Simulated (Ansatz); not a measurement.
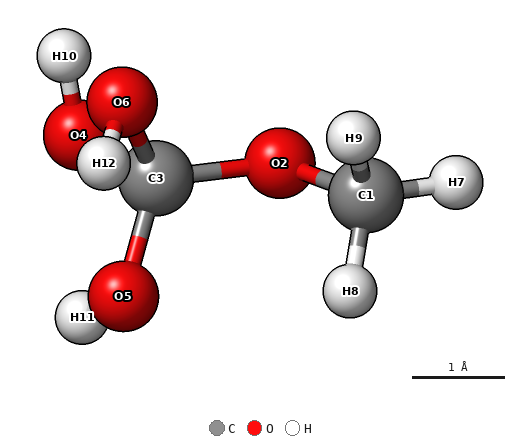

The input geometry (ball-and-stick view, seen at a tilt; atoms are numbered from 1 in the order of the input). Bond lengths as drawn: C–H 1.05 to 1.16 Å, C–O 1.37 to 1.46 Å and H–O 0.93 to 0.95 Å.

# Geometry relaxation of C$_{2}$H$_{6}$O$_{4}$ (part 1 of 2)

C$_{2}$H$_{6}$O$_{4}$, computed with RKS PBE0-D4/def2-SVP (Ansatz 0.2.0).

It belongs to a series of runs on one base structure; here: end point A relaxed. Figures and captions count atoms from 1; the log counts them from 0 in places.

## The program's output
```
The last accepted step is kept in [file] (removed where the run ends without a failure and the disk answers)
Engine: ansatz 0.2.0, aarch64-unknown-linux-gnu
Functional definition: PBE0
  parameter a = 0.25
  parameter kappa = 0.804
  parameter beta = 0.06672455060314922
  exchange = (1 - a)*pbe_x(kappa = kappa, mu = beta*pi^2/3) + a*exact_x
  correlation = pbe_c(beta = beta)
1233 factors; integrals over basis functions are off by at most 4.1e-4 eV
mean field evaluation 1: about -10332.5508 eV, gradient 6.8e1 eV
mean field evaluation 2: about -10328.0720 eV, gradient 8.6e1 eV
mean field evaluation 4: about -10340.5230 eV, gradient 1.9e0 eV
mean field evaluation 8: about -10340.5754 eV, gradient 3.6e-2 eV
mean field -10340.57536467 eV, -380.0091355577 hartree, gradient 4.7e-5 eV, S^2 0.000000; 0 other end points of the search recorded, 0 dependent functions left out
the calculation of the forces begins
reference -10340.57538666 eV, -380.0091363661 hartree; 25, 25 occupied and 89, 89 virtual orbitals, 1233 factors
relax step   1: F+E_penalty+E_count = -10340.74942558 eV  Δ(F+E_penalty+E_count) = +0.000e0 eV  max|allowed force component| = 3.443e0 eV/Å  Δτ_max = 0.0000 Å  (25 SCF iters, accepted)
these checks for a lower state are left out or cut short: starts, cluster_reference, orbital_swaps, neighbouring_geometries, increment
1233 factors; integrals over basis functions are off by at most 4.1e-4 eV
mean field evaluation 16: about -10340.7970 eV, gradient 8.3e0 eV
mean field -10341.02888839 eV, -380.0258022470 hartree, gradient 8.3e-6 eV, S^2 0.000000; 0 other end points of the search recorded, 0 dependent functions left out
the calculation of the forces begins
reference -10341.02891060 eV, -380.0258030635 hartree; 25, 25 occupied and 89, 89 virtual orbitals, 1233 factors
relax step   2: F+E_penalty+E_count = -10341.20389569 eV  Δ(F+E_penalty+E_count) = -4.545e-1 eV  max|allowed force component| = 1.545e0 eV/Å  Δτ_max = 0.0652 Å  (28 SCF iters, accepted)
these checks for a lower state are left out or cut short: starts, cluster_reference, orbital_swaps, neighbouring_geometries, increment
1233 factors; integrals over basis functions are off by at most 3.8e-4 eV
mean field -10341.14588673 eV, -380.0301018570 hartree, gradient 2.2e-5 eV, S^2 0.000000; 0 other end points of the search recorded, 0 dependent functions left out
the calculation of the forces begins
reference -10341.14590951 eV, -380.0301026940 hartree; 25, 25 occupied and 89, 89 virtual orbitals, 1233 factors
relax step   3: F+E_penalty+E_count = -10341.32119020 eV  Δ(F+E_penalty+E_count) = -1.173e-1 eV  max|allowed force component| = 8.510e-1 eV/Å  Δτ_max = 0.2000 Å  (28 SCF iters, accepted)
these checks for a lower state are left out or cut short: starts, cluster_reference, orbital_swaps, neighbouring_geometries, increment
1233 factors; integrals over basis functions are off by at most 3.4e-4 eV
mean field evaluation 32: about -10341.1559 eV, gradient 5.0e-1 eV
mean field -10341.15738500 eV, -380.0305244105 hartree, gradient 1.5e-5 eV, S^2 0.000000; 0 other end points of the search recorded, 0 dependent functions left out
the calculation of the forces begins
reference -10341.15740776 eV, -380.0305252469 hartree; 25, 25 occupied and 89, 89 virtual orbitals, 1233 factors
relax step   4: F+E_penalty+E_count = -10341.33241132 eV  Δ(F+E_penalty+E_count) = -1.122e-2 eV  max|allowed force component| = 8.274e-1 eV/Å  Δτ_max = 0.2000 Å  (28 SCF iters, accepted)
these checks for a lower state are left out or cut short: starts, cluster_reference, orbital_swaps, neighbouring_geometries, increment
1233 factors; integrals over basis functions are off by at most 2.8e-4 eV
mean field -10341.25936481 eV, -380.0342720994 hartree, gradient 1.0e-5 eV, S^2 0.000000; 0 other end points of the search recorded, 0 dependent functions left out
the calculation of the forces begins
reference -10341.25938799 eV, -380.0342729512 hartree; 25, 25 occupied and 89, 89 virtual orbitals, 1233 factors
relax step   5: F+E_penalty+E_count = -10341.43455791 eV  Δ(F+E_penalty+E_count) = -1.021e-1 eV  max|allowed force component| = 3.288e-1 eV/Å  Δτ_max = 0.2000 Å  (32 SCF iters, accepted)
these checks for a lower state are left out or cut short: starts, cluster_reference, orbital_swaps, neighbouring_geometries, increment
1233 factors; integrals over basis functions are off by at most 2.8e-4 eV
mean field -10341.27377428 eV, -380.0348016375 hartree, gradient 5.8e-6 eV, S^2 0.000000; 0 other end points of the search recorded, 0 dependent functions left out
the calculation of the forces begins
reference -10341.27379752 eV, -380.0348024917 hartree; 25, 25 occupied and 89, 89 virtual orbitals, 1233 factors
relax step   6: F+E_penalty+E_count = -10341.44885935 eV  Δ(F+E_penalty+E_count) = -1.430e-2 eV  max|allowed force component| = 1.560e-1 eV/Å  Δτ_max = 0.1402 Å  (29 SCF iters, accepted)
these checks for a lower state are left out or cut short: starts, cluster_reference, orbital_swaps, neighbouring_geometries, increment
1233 factors; integrals over basis functions are off by at most 2.7e-4 eV
mean field -10341.27487590 eV, -380.0348421215 hartree, gradient 9.9e-6 eV, S^2 0.000000; 0 other end points of the search recorded, 0 dependent functions left out
the calculation of the forces begins
reference -10341.27489912 eV, -380.0348429747 hartree; 25, 25 occupied and 89, 89 virtual orbitals, 1233 factors
relax step   7: F+E_penalty+E_count = -10341.44993151 eV  Δ(F+E_penalty+E_count) = -1.072e-3 eV  max|allowed force component| = 2.272e-2 eV/Å  Δτ_max = 0.0202 Å  (28 SCF iters, accepted)
these checks for a lower state are left out or cut short: starts, cluster_reference, orbital_swaps, neighbouring_geometries, increment
1233 factors; integrals over basis functions are off by at most 2.7e-4 eV
mean field evaluation 64: about -10341.2749 eV, gradient 9.9e-6 eV
mean field -10341.27494199 eV, -380.0348445502 hartree, gradient 9.8e-6 eV, S^2 0.000000; 0 other end points of the search recorded, 0 dependent functions left out
the calculation of the forces begins
reference -10341.27496522 eV, -380.0348454039 hartree; 25, 25 occupied and 89, 89 virtual orbitals, 1233 factors
relax step   8: F+E_penalty+E_count = -10341.45000494 eV  Δ(F+E_penalty+E_count) = -7.344e-5 eV  max|allowed force component| = 1.973e-2 eV/Å  Δτ_max = 0.0159 Å  (28 SCF iters, accepted)
```

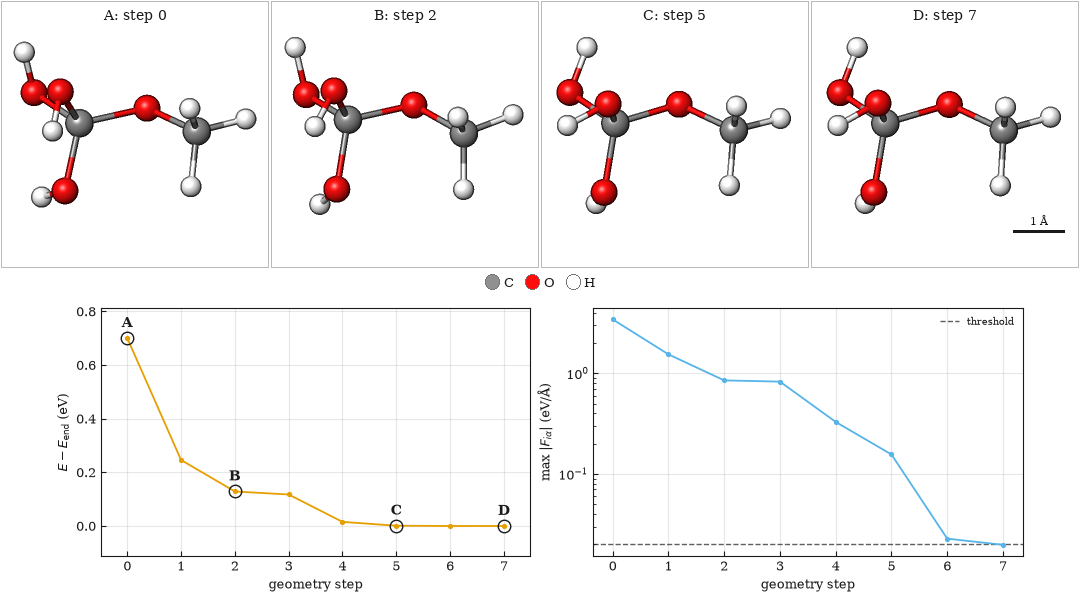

Frames of the relaxation (ball-and-stick view, seen at a tilt) above the curves, on which the letters mark them (the first geometry is step 0 here and step 1 in the log).

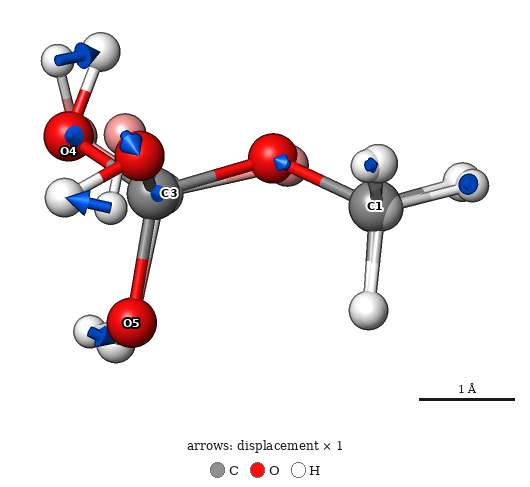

Start (faint) and end (solid) with the displacements as blue arrows, at true length (ball-and-stick view, seen at a tilt). The two geometries are laid on each other by the best rigid fit. H10 moves most after the best rigid fit: 0.58 Å. By element the largest moves are H 0.58 Å, O 0.36 Å, C 0.16 Å. Among the contacts that change: C3–O4 1.462 → 1.379 Å, C1–H9 1.162 → 1.101 Å, C1–H7 1.048 → 1.098 Å, C3–O6 1.414 → 1.376 Å. Among the angles that change: O4–C3–O6 103.7° → 113.6°, C3–O4–H10 99.2° → 106.6°, C3–O6–H12 99.5° → 106.9°. The energy falls by 0.701 eV in 7 geometry steps. The largest force component goes from 3.4 to 0.02 eV/Å. (Atoms are counted from 1 in the order of the input.)

```
1233 factors; integrals over basis functions are off by at most 2.7e-4 eV
mean field -10341.27494199 eV, -380.0348445502 hartree, gradient 9.8e-6 eV, S^2 0.000000; 1 other end points of the search recorded, 0 dependent functions left out
the calculation of the forces begins
reference -10341.27496522 eV, -380.0348454039 hartree; 25, 25 occupied and 89, 89 virtual orbitals, 1233 factors
Total energy: -10341.45002817 eV, -380.0412788488 hartree
Atom 0 at    -0.296029    -0.918991     1.348217 Å, force     0.008619     0.007190     0.009461 eV/Å
Atom 1 at     0.585193    -0.650368     0.284032 Å, force     0.005871    -0.006196    -0.008079 eV/Å
Atom 2 at     0.211335     0.372370    -0.563708 Å, force    -0.001676    -0.010986    -0.019728 eV/Å
Atom 3 at     1.204559     0.471937    -1.514818 Å, force    -0.003861     0.002769     0.000957 eV/Å
Atom 4 at    -0.975326     0.137187    -1.228210 Å, force     0.003602     0.003393    -0.004212 eV/Å
Atom 5 at     0.049325     1.514827     0.185642 Å, force    -0.000164    -0.001181     0.013946 eV/Å
Atom 6 at     0.060687    -1.838429     1.830519 Å, force    -0.004639     0.001807    -0.000592 eV/Å
Atom 7 at    -1.322271    -1.077096     0.978231 Å, force    -0.003056    -0.003878     0.004531 eV/Å
Atom 8 at    -0.303683    -0.097942     2.081968 Å, force    -0.007318     0.002473     0.003181 eV/Å
Atom 9 at     2.043003     0.356014    -1.051141 Å, force     0.001072    -0.002586    -0.003208 eV/Å
Atom 10 at    -0.776413    -0.480736    -1.942265 Å, force     0.006068     0.005002     0.004039 eV/Å
Atom 11 at    -0.403182     2.156027    -0.374567 Å, force    -0.004518     0.002194    -0.000296 eV/Å
Dipole moment:    -0.017394    -0.074701    -0.033495 e Å
```

## Trajectory as extended XYZ (Å, eV, eV/Å), 8 frames, from step=1 to step=8
```
12
Properties=species:S:1:pos:R:3:forces:R:3 step=1 energy=-10340.74943
C    -0.3374   -0.9441    1.3963   -1.2244   3.4426  -0.4310
O     0.5443   -0.8405    0.3194    0.1717   1.1795  -1.1549
C     0.2641    0.2153   -0.5827    2.9248   0.5213  -0.5109
O     1.3121    0.2224   -1.6018   -3.0279  -2.0197   1.2239
O    -0.9417    0.1145   -1.2157   -0.2095   0.1942   1.8499
O     0.3677    1.4942    0.0116   -0.1620  -1.7975   0.2469
H    -0.0875   -1.7390    2.0314    0.6819  -1.6004   0.8898
H    -1.3610   -1.0537    1.0034   -0.1692  -0.2686   0.2102
H    -0.3517    0.0300    2.0303    0.1732  -1.3024  -0.7952
H     1.8723    0.8667   -1.2334    1.5600   1.4169   0.4285
H    -0.6716   -0.2025   -2.0495    0.0289  -0.7006  -2.0658
H    -0.5324    1.7815   -0.0754   -0.7477   0.9348   0.1086
12
Properties=species:S:1:pos:R:3:forces:R:3 step=2 energy=-10341.20390
C    -0.3536   -0.9036    1.3706   -0.3532   0.9262   0.1868
O     0.5550   -0.8019    0.3103   -0.0252   0.4313  -0.3078
C     0.2887    0.2322   -0.5790    1.5447  -0.1705  -0.1381
O     1.3039    0.1721   -1.5711   -1.2460   0.1883   1.2697
O    -0.9311    0.0943   -1.1886    0.0015   0.0384   0.0175
O     0.3432    1.4749    0.0689   -0.3618  -0.8384  -0.3195
H    -0.0550   -1.7331    2.0030    0.1728  -0.4077   0.1355
H    -1.3822   -1.0680    1.0007    0.0504  -0.0713   0.0477
H    -0.3553    0.0253    1.9996    0.0259  -0.4384  -0.3231
H     1.9067    0.8530   -1.2601    0.4042   0.0905  -0.2491
H    -0.6935   -0.2171   -2.0656   -0.2742  -0.1152  -0.3608
H    -0.5495    1.8169   -0.0549    0.0608   0.3669   0.0413
```
